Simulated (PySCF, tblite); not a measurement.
**C7H13NOSi: geometry, infrared bands and NMR shifts**

Aim: predict the infrared bands and NMR shifts of C7H13NOSi (`C/C(C#N)=C\[Si@@H](O)C(C)C`).

Computed with tblite 0.8.0 and PySCF 2.14.0, with density-fitted response routines of our own, on a single molecule in the gas phase. Atoms are numbered from 0 throughout.

### Step 1. The molecule as given

23 atoms, charge 0, multiplicity 1; geometry from: force field or distance geometry start.

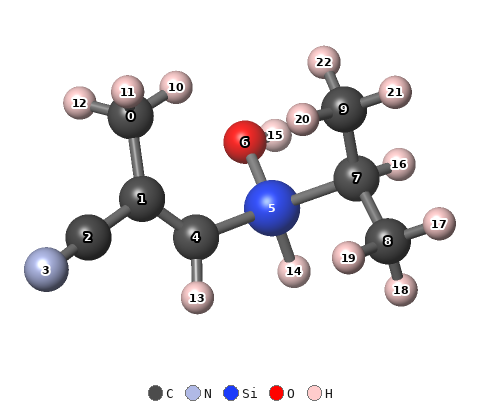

As it starts; carbon dark grey, nitrogen light blue, silicon blue, oxygen red, hydrogen pink, atoms numbered.

### Step 2. Relaxing the molecule with GFN2-xTB

What the job is given:

```
{"job": {"kind": "relax", "xc": "GFN2-xTB", "basis": "xTB"}, "charge": 0, "multiplicity": 1}
C      2.119400     0.997400     1.163900
C      2.049700     0.691800    -0.317200
C      2.937400     1.454000    -1.141600
N      3.629300     2.091300    -1.832500
C      1.265000    -0.237900    -0.887200
Si     0.048600    -1.401200    -0.169900
O      0.584400    -2.012000     1.278700
C     -1.673200    -0.594600     0.001300
C     -2.259900    -0.158600    -1.348700
C     -1.723400     0.567100     0.995100
H      1.348300     0.481800     1.752900
H      1.957700     2.070500     1.330000
H      3.085500     0.727600     1.581100
H      1.325600    -0.366200    -1.976100
H     -0.084900    -2.545900    -1.079000
H      0.174600    -2.849300     1.575400
H     -2.327000    -1.387800     0.396300
H     -3.288100     0.213000    -1.222100
H     -2.305500    -0.985100    -2.055100
H     -1.665200     0.646800    -1.798600
H     -1.105600     1.414900     0.656700
H     -2.745200     0.938000     1.114500
H     -1.352300     0.271300     1.992100
```

On the command line:

```
$ OMP_NUM_THREADS=1 python probes_run.py task.json out
```

The driver reads the jobs from task.json and runs them one after another.

What it wrote:

```text
step      E/eV     max force
  0    -824.65279    2.415
  1    -824.62566    6.588
  2    -824.74585    0.958
  3    -824.76257    0.435
  4    -824.77264    0.297
  5    -824.79214    0.659
  6    -824.79929    0.372
  7    -824.80305    0.108
  8    -824.80530    0.232
  9    -824.80751    0.212
 10    -824.80954    0.107
 11    -824.81155    0.095
 12    -824.81335    0.164
 13    -824.81495    0.160
 14    -824.81643    0.095
 15    -824.81792    0.085
 16    -824.81943    0.110
 17    -824.82097    0.125
 18    -824.82249    0.096
 19    -824.82385    0.080
 20    -824.82497    0.091
 21    -824.82598    0.079
 22    -824.82704    0.081
 23    -824.82809    0.088
 24    -824.82898    0.075
 25    -824.82969    0.077
 26    -824.83044    0.078
 27    -824.83147    0.098
 28    -824.83265    0.089
 29    -824.83352    0.059
 30    -824.83397    0.040
 31    -824.83422    0.032
 32    -824.83441    0.038
 33    -824.83457    0.035
 34    -824.83469    0.028
 35    -824.83481    0.034
 36    -824.83496    0.039
 37    -824.83516    0.047
 38    -824.83536    0.035
 39    -824.83554    0.036
 40    -824.83573    0.045
 41    -824.83592    0.043
 42    -824.83608    0.037
 43    -824.83623    0.028
 44    -824.83639    0.034
 45    -824.83657    0.042
 46    -824.83673    0.041
 47    -824.83683    0.023
 48    -824.83690    0.020
 49    -824.83698    0.029
 50    -824.83710    0.040
 51    -824.83727    0.045
 52    -824.83745    0.033
 53    -824.83763    0.034
 54    -824.83781    0.031
 55    -824.83798    0.036
 56    -824.83817    0.040
 57    -824.83835    0.034
 58    -824.83852    0.029
 59    -824.83868    0.038
 60    -824.83887    0.051
 61    -824.83908    0.051
 62    -824.83930    0.034
 63    -824.83947    0.034
 64    -824.83961    0.031
 65    -824.83972    0.026
 66    -824.83982    0.039
 67    -824.83989    0.031
 68    -824.83997    0.020
 69    -824.84003    0.020
 70    -824.84009    0.015
 71    -824.84013    0.016
 72    -824.84018    0.015
 73    -824.84023    0.017
 74    -824.84031    0.021
 75    -824.84041    0.030
 76    -824.84051    0.031
 77    -824.84060    0.021
 78    -824.84069    0.018
 79    -824.84079    0.026
 80    -824.84091    0.038
 81    -824.84101    0.028
 82    -824.84109    0.020
 83    -824.84113    0.025
 84    -824.84118    0.024
 85    -824.84123    0.021
 86    -824.84127    0.016
 87    -824.84131    0.017
 88    -824.84135    0.021
 89    -824.84139    0.016
 90    -824.84142    0.010
```

Run time: 0.96 s. Hardware: 1 thread of Arm Neoverse V1, shared host; peak memory 0.18 GiB.

Relaxation path: (not every step is listed) (the energy doesn't fall at every step)

| step | energy from step 0 (eV) | largest force (eV/Å) |
| --- | --- | --- |
| 0 | 0.0000 | 2.4149 |
| 1 | 0.0271 | 6.5884 |
| 2 | -0.0931 | 0.9585 |
| 3 | -0.1098 | 0.4349 |
| 4 | -0.1199 | 0.2965 |
| 5 | -0.1394 | 0.6591 |
| 6 | -0.1465 | 0.3715 |
| 7 | -0.1503 | 0.1080 |
| 8 | -0.1525 | 0.2320 |
| 15 | -0.1651 | 0.0848 |
| 22 | -0.1743 | 0.0807 |
| 29 | -0.1807 | 0.0591 |
| 36 | -0.1822 | 0.0387 |
| 43 | -0.1834 | 0.0276 |
| 50 | -0.1843 | 0.0398 |
| 57 | -0.1856 | 0.0338 |
| 64 | -0.1868 | 0.0311 |
| 71 | -0.1873 | 0.0164 |
| 78 | -0.1879 | 0.0176 |
| 85 | -0.1884 | 0.0214 |
| 86 | -0.1885 | 0.0159 |
| 87 | -0.1885 | 0.0171 |
| 88 | -0.1886 | 0.0206 |
| 89 | -0.1886 | 0.0162 |
| 90 | -0.1886 | 0.0095 |

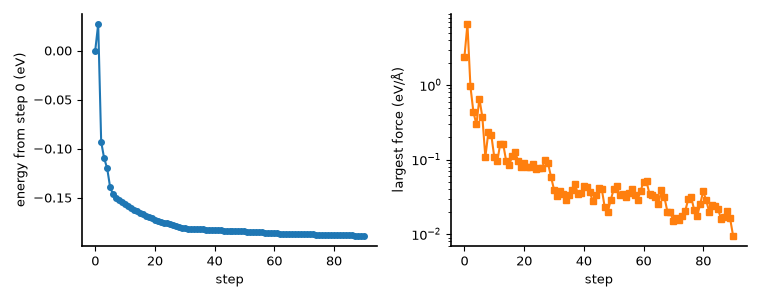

Energy and largest force along the relaxation.

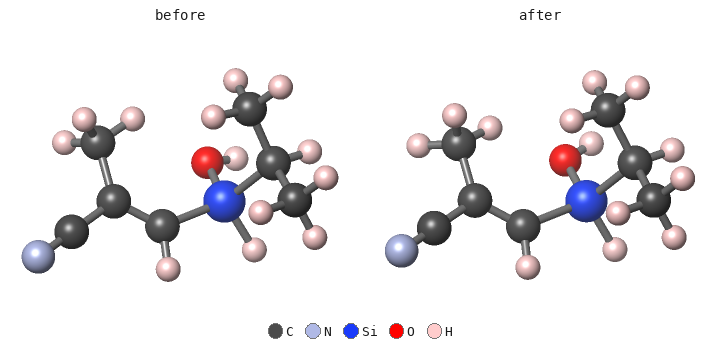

The geometry before (left) and after (right).

Close pairs (by a distance rule), those that changed most:

| bond | before (Å) | after (Å) | change (Å) |
| --- | --- | --- | --- |
| C4–Si5 | 1.830 | 1.882 | +0.052 |
| Si5–O6 | 1.661 | 1.634 | -0.027 |
| O6–H15 | 0.978 | 0.953 | -0.025 |
| C2–N3 | 1.167 | 1.147 | -0.020 |
| C0–C1 | 1.514 | 1.496 | -0.018 |
| C9–H22 | 1.104 | 1.088 | -0.016 |
| C0–H10 | 1.099 | 1.084 | -0.015 |
| C9–H20 | 1.102 | 1.088 | -0.014 |

The end geometry stands in the next job.

### Step 3. Harmonic vibrations with GFN2-xTB

What the job is given:

```
{"job": {"kind": "ir", "xc": "GFN2-xTB", "basis": "xTB"}, "charge": 0, "multiplicity": 1}
C      2.141791     0.888055     1.166925
C      2.024349     0.665913    -0.307741
C      2.836173     1.506412    -1.110134
N      3.485454     2.183973    -1.770468
C      1.237429    -0.229258    -0.917335
Si     0.011453    -1.447167    -0.171941
O      0.584840    -1.908383     1.287365
C     -1.707368    -0.616558    -0.010965
C     -2.235531    -0.153630    -1.366756
C     -1.680358     0.560894     0.964157
H      1.588977     0.126607     1.704754
H      1.753617     1.873381     1.428334
H      3.188616     0.856031     1.468767
H      1.275185    -0.245327    -2.000866
H     -0.076720    -2.614852    -1.057108
H      0.110595    -2.539799     1.821522
H     -2.415140    -1.355911     0.383624
H     -3.230879     0.276782    -1.264765
H     -2.291960    -0.983795    -2.066905
H     -1.580307     0.604712    -1.790405
H     -1.031061     1.349208     0.588996
H     -2.679620     0.976492     1.089450
H     -1.314287     0.253205     1.941576
```

What it wrote:

```text
mode    cm-1     km/mol
  1      32.2      0.65
  2      43.2      1.46
  3      53.4      0.54
  4     119.3      2.46
  5     124.4      5.91
  6     146.6      1.78
  7     163.9      1.47
  8     176.3      2.34
  9     219.9     27.04
 10     225.3      4.17
 11     236.0     70.88
 12     248.6      0.77
 13     299.7      7.05
 14     321.3     11.06
 15     364.0     26.94
 16     398.8      3.23
 17     437.2     43.34
 18     531.5      7.29
 19     546.5     10.62
 20     621.4     17.03
 21     655.8    118.04
 22     701.1    140.42
 23     750.0     82.59
 24     800.8    216.24
 25     828.9     55.18
 26     854.0    105.43
 27     897.5    160.37
 28     946.2      4.93
 29     949.4     18.09
 30     996.1      0.38
 31    1019.8     13.02
 32    1040.2      2.88
 33    1044.3     13.42
 34    1132.6      0.52
 35    1169.8     17.31
 36    1181.6      1.23
 37    1284.7     14.85
 38    1309.0      0.10
 39    1314.6      1.72
 40    1396.4      9.87
 41    1413.3      1.74
 42    1426.2      0.44
 43    1458.4      8.64
 44    1469.6     11.13
 45    1502.3      0.13
 46    1508.0      1.28
 47    1513.5      3.36
 48    1515.3      3.14
 49    1645.5     36.53
 50    2215.9    359.24
 51    2364.2    207.38
 52    2905.7     71.26
 53    2996.7     19.50
 54    3005.0     15.44
 55    3010.3     92.14
 56    3016.9     17.76
 57    3021.8     17.40
 58    3027.1     46.15
 59    3031.3     37.36
 60    3032.7     21.31
 61    3035.3     53.71
 62    3096.1      4.31
 63    3667.7     19.02
```

Run time: 1.3 s. Hardware: 1 thread of Arm Neoverse V1, shared host; peak memory 0.18 GiB.

Which atoms move in the most intense modes:

| cm⁻¹ | km/mol | atoms |
| --- | --- | --- |
| 656 | 118.0 | H14 54 %, C4 11 % |
| 701 | 140.4 | H14 75 %, Si5 11 % |
| 801 | 216.2 | H15 58 %, O6 17 % |
| 854 | 105.4 | O6 21 %, Si5 15 %, C0 13 %, C4 12 % |
| 898 | 160.4 | Si5 32 %, O6 25 %, C4 10 % |
| 2216 | 359.2 | H14 97 % |
| 2364 | 207.4 | C2 60 %, N3 39 % |
| 3010 | 92.1 | H17 73 %, H21 13 % |

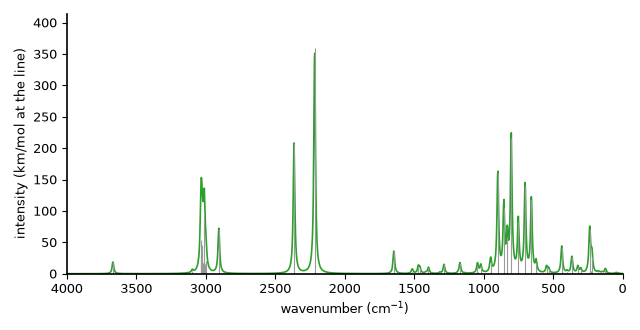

The infrared spectrum from these modes, unscaled. Lines are broadened to a width of 14 cm⁻¹ (Lorentzian).

### Step 4. NMR shieldings: PBE0/pcSseg-1

Settings changed since step 3:

```diff
@@ -1,2 +1,2 @@
-{"job": {"kind": "ir", "xc": "GFN2-xTB", "basis": "xTB"}, "charge": 0, "multiplicity": 1}
+{"job": {"kind": "nmr", "xc": "PBE0", "basis": "pcSseg-1"}, "charge": 0, "multiplicity": 1}
 C      2.141791     0.888055     1.166925
```

Method: GIAO PBE0/pcSseg-1 NMR shielding, non-relativistic, gas phase.

What it wrote:

```text
coarse grid: 19440 points
cycle   1  E = -693.1779161963  dE =  1.154e+00  |g| = 8.658e-01  |ddm| = 4.335e+00
cycle   2  E = -692.9548876174  dE =  2.230e-01  |g| = 1.373e+00  |ddm| = 1.876e+00
cycle   3  E = -693.3174169876  dE = -3.625e-01  |g| = 2.571e-01  |ddm| = 1.300e+00
cycle   4  E = -693.3305756780  dE = -1.316e-02  |g| = 9.172e-02  |ddm| = 2.369e-01
cycle   5  E = -693.3322222668  dE = -1.647e-03  |g| = 2.790e-02  |ddm| = 9.246e-02
cycle   6  E = -693.3323838310  dE = -1.616e-04  |g| = 5.255e-03  |ddm| = 2.495e-02
cycle   7  E = -693.3323900288  dE = -6.198e-06  |g| = 1.608e-03  |ddm| = 6.286e-03
final grid: 182424 points
cycle   8  E = -693.4010392159  dE = -4.552e-05  |g| = 1.074e-02  |ddm| = 3.306e-02
cycle   9  E = -693.4010195455  dE =  1.967e-05  |g| = 1.435e-02  |ddm| = 2.123e-02
cycle  10  E = -693.4010664348  dE = -4.689e-05  |g| = 1.705e-03  |ddm| = 1.242e-02
cycle  11  E = -693.4010669882  dE = -5.534e-07  |g| = 5.994e-04  |ddm| = 1.621e-03
cycle  12  E = -693.4010670564  dE = -6.820e-08  |g| = 2.458e-04  |ddm| = 6.146e-04
cycle  13  E = -693.4010670680  dE = -1.159e-08  |g| = 5.493e-05  |ddm| = 1.953e-04
cycle  14  E = -693.4010670686  dE = -6.094e-10  |g| = 1.801e-05  |ddm| = 6.171e-05
converged SCF energy = -693.4010670686

GIAO shielding tensors (ppm)
atom      isotropic    diamagn.    paramagn.     s11        s22        s33       span
  0 C      162.776     247.521     -84.745    147.062    157.446    183.821     36.759
  1 C       48.080     256.773    -208.693    -74.364     63.327    155.277    229.641
  2 C       61.949     259.165    -197.216    -63.632    -46.532    296.011    359.643
  3 N      -45.271     340.195    -385.465   -184.950   -175.007    224.145    409.094
  4 C       38.342     262.518    -224.176    -80.517     33.815    161.728    242.245
  5 Si     357.327     880.990    -523.663    323.313    354.617    394.052     70.739
  6 O      308.774     388.674     -79.899    280.879    301.426    344.019     63.140
  7 C      163.775     254.708     -90.933    159.368    163.999    167.958      8.590
  8 C      169.333     248.868     -79.535    158.481    161.676    187.842     29.360
  9 C      168.307     250.404     -82.096    158.151    160.689    186.083     27.933
 10 H       28.428      31.284      -2.856     22.845     28.018     34.420     11.575
 11 H       29.785      29.621       0.164     26.946     27.892     34.516      7.569
 12 H       29.637      26.496       3.141     25.733     27.723     35.455      9.722
 13 H       25.115      32.713      -7.598     21.621     25.051     28.674      7.053
 14 H       26.415      30.046      -3.631     23.056     24.631     31.558      8.502
 15 H       30.625      31.216      -0.591     22.342     25.013     44.521     22.179
 16 H       30.685      32.723      -2.038     26.828     28.673     36.554      9.726
 17 H       30.590      30.010       0.579     26.242     27.842     37.684     11.442
 18 H       30.568      30.385       0.183     25.971     28.082     37.650     11.678
 19 H       31.117      32.436      -1.319     26.515     30.738     36.100      9.585
 20 H       30.898      34.323      -3.425     26.705     30.071     35.918      9.213
 21 H       30.528      31.360      -0.832     25.966     28.057     37.561     11.596
 22 H       30.277      32.711      -2.434     25.983     28.878     35.970      9.987
```

Wall time 80 s (1 thread of Arm Neoverse V1, shared host); peak memory 1.1 GiB.

Shifts follow as δ = σ(reference) − σ, with reference shieldings (ppm) from runs at the same level and on the same kind of geometry: ¹H TMS 31.72, ¹³C TMS 186.9, ²⁹Si TMS 349.2, ¹⁵N NH3 267.7, ¹⁷O H2O 336.1. The references are single molecules in the gas phase, so shifts against H2O, NH3, PH3, H3PO4 or CFCl3 are not on the usual liquid scales and can be off by tens of ppm. Atoms listed in one row are averaged.

| atoms | environment | σ (ppm) | δ (ppm) | δ scaled to CDCl3 |
| --- | --- | --- | --- | --- |
| C4 | alkene CH | 38.3 | 148.6 | 143.1 |
| C1 | fully substituted alkene carbon | 48.1 | 138.8 | 133.6 |
| C2 | nitrile carbon | 61.9 | 125.0 | 120.1 |
| C0 | allylic methyl carbon | 162.8 | 24.1 | 21.7 |
| C7 | sp3 CH bonded to Si | 163.8 | 23.2 | 20.7 |
| C9 | methyl carbon | 168.3 | 18.6 | 16.3 |
| C8 | methyl carbon | 169.3 | 17.6 | 15.3 |
| H13 | hydrogen on an alkene CH | 25.12 | 6.60 | 6.33 |
| H14 | hydrogen on a silicon bonded to 2 C, O | 26.42 | 5.30 | – |
| H10, H11, H12 | hydrogen on an allylic methyl carbon | 29.28 | 2.43 | 2.40 |
| H20, H21, H22 | hydrogen on a methyl carbon | 30.57 | 1.15 | 1.19 |
| H15 | hydrogen on an oxygen bonded to Si | 30.63 | 1.09 | – |
| H16 | hydrogen on an sp3 CH bonded to Si | 30.69 | 1.03 | 1.08 |
| H17, H18, H19 | hydrogen on a methyl carbon | 30.76 | 0.96 | 1.01 |
| N3 | nitrile nitrogen | -45.3 | 313.0 | – |
| Si5 | silicon bonded to 2 C, O, H | 357.3 | -8.2 | – |
| O6 | oxygen bonded to Si, H | 308.8 | 27.3 | – |

The scaled column applies a straight-line fit of computed shieldings to shifts measured in CDCl3 (root-mean-square error 0.16 ppm for H, 1.9 ppm for C).

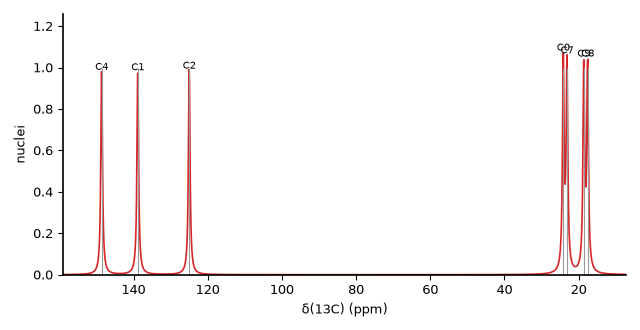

¹³C lines at the computed shifts, without couplings. Lines are broadened to a width of 0.52 ppm (Lorentzian).

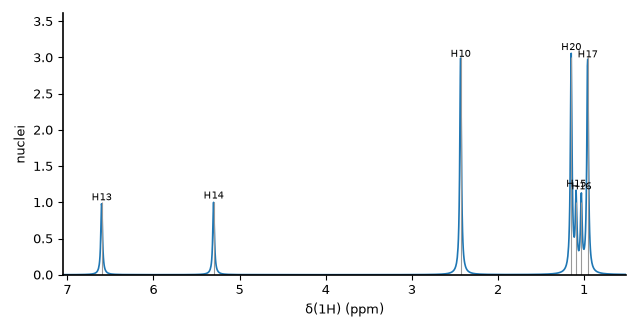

¹H lines at the computed shifts, without couplings. Lines are broadened to a width of 0.02 ppm (Lorentzian).

Charges from the same density, by scheme (e):

| atoms | Mulliken | IAO | Hirshfeld | ESP fit |
| --- | --- | --- | --- | --- |
| C0 | -0.15 | -0.43 | -0.11 | -0.36 |
| C1 | -0.34 | 0.01 | 0.04 | 0.10 |
| C2 | 0.14 | 0.14 | 0.08 | 0.34 |
| N3 | -0.25 | -0.24 | -0.22 | -0.46 |
| C4 | -0.32 | -0.43 | -0.12 | -0.35 |
| Si5 | 1.06 | 1.12 | 0.42 | 0.57 |
| O6 | -0.57 | -0.79 | -0.29 | -0.64 |
| C7 | -0.64 | -0.39 | -0.11 | 0.15 |
| C8 | -0.25 | -0.41 | -0.12 | -0.41 |
| C9 | -0.24 | -0.41 | -0.12 | -0.43 |

IAO charges:

C0 -0.43; C1 0.01; C2 0.14; N3 -0.24; C4 -0.43; Si5 1.12; O6 -0.79; C7 -0.39; C8 -0.41; C9 -0.41; H10 0.17; H11 0.16; H12 0.16; H13 0.17; H14 -0.16; H15 0.37; H16 0.13; H17 0.14; H18 0.14; H19 0.14; H20 0.14; H21 0.14; H22 0.14

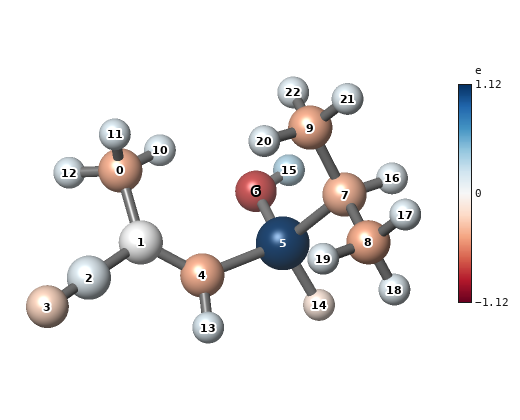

IAO charges, as colours on the atoms.

Mayer bond orders: C0–C1 1.06, C1–C2 1.03, C2–N3 3.02, C1–C4 1.84, C4–Si5 0.85, Si5–O6 0.99, Si5–C7 0.85, C7–C8 1.03, C7–C9 1.03.

### Step 5. What came out

```
                                                              quantity                                            value
                             strongest single infrared mode (GFN2-xTB)                            2216 cm⁻¹, 359 km/mol
                                          zero-point energy (GFN2-xTB)                                   115.0 kcal/mol
                                ¹³C shifts against TMS (PBE0/pcSseg-1)  148.6, 138.8, 125.0, 24.1, 23.2, 18.6, 17.6 ppm
¹H shifts against TMS (PBE0/pcSseg-1, means over atoms taken as alike)     6.60, 5.30, 2.43, 1.15, 1.09, 1.03, 0.96 ppm
                                ¹⁵N shifts against NH3 (PBE0/pcSseg-1)                                        313.0 ppm
                               ²⁹Si shifts against TMS (PBE0/pcSseg-1)                                         -8.2 ppm
                                ¹⁷O shifts against H2O (PBE0/pcSseg-1)                                         27.3 ppm
```

What this shows: Over 90 steps the energy fell by 0.189 eV; of the close pairs, C4–Si5 changed most, 1.830 to 1.882 Å. All 63 modes are real, so the xTB geometry is a minimum. The strongest single mode, at 2216 cm⁻¹, moves mainly H14. GFN2-xTB is a fitted tight-binding method: band positions and strengths are rough. Its intensities can rank the bands wrongly. The most deshielded hydrogen is H13 (hydrogen on an alkene CH), at 6.60 ppm: attached to an sp2 carbon and in the plane of the double bond. At PBE0/pcSseg-1: The widest tensor belongs to N3: span 409 ppm, with a paramagnetic part of -385 ppm.
